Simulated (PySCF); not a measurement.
C₅H₁₁N, SMILES C=CCNCC, geometry in Å:

```xyz
17

C      3.0123     0.1077     0.7132
C      1.7285    -0.2401     0.8172
C      0.9173    -0.8481    -0.2934
N     -0.2220    -0.0638    -0.7276
C     -1.3358     0.0079     0.1919
C     -2.4935     0.7749    -0.4178
H      3.5713    -0.0625    -0.2139
H      3.5574     0.5654     1.5433
H      1.2043    -0.0562     1.7636
H      1.5758    -1.0340    -1.1590
H      0.5383    -1.8366     0.0230
H      0.0825     0.8727    -0.9866
H     -1.6549    -1.0263     0.4120
H     -1.0807     0.4592     1.1764
H     -2.7970     0.3194    -1.3720
H     -3.3605     0.7914     0.2592
H     -2.2124     1.8215    -0.6200
```

Simulated rotational absorption lines between 2 and 8 GHz at 2 K: rigid rotor with the equilibrium constants and dipole of one optimised conformer (PBE0-D3(BJ)/def2-SVP, PySCF), commonest isotopes; no centrifugal distortion, hyperfine structure, internal rotation or nuclear-spin weights; lines within 1 MHz of each other are summed. Lines of different type are drawn apart.

**What are the rotational constants, and what kind of rotor is it?**

Rotational constants A, B, C = 10.73, 1.486, 1.431 GHz; Ray's κ = −0.99, a near-prolate asymmetric top.

**Which dipole components drive the lines?**

|μa|, |μb|, |μc| = 0.07, 0.72, 0.04 D; b-type lines carry 97 % of the intensity in this range.

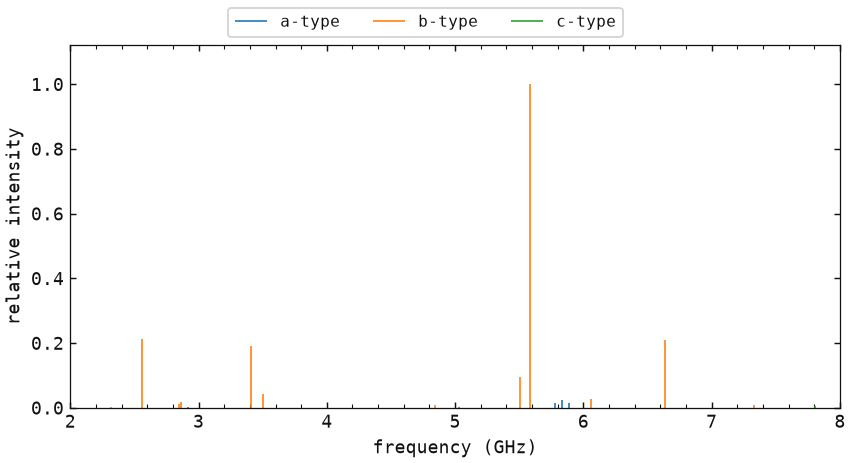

Caveats: coarse grid, loose stop and no frequency check, small forces are noise and the end may be a saddle.
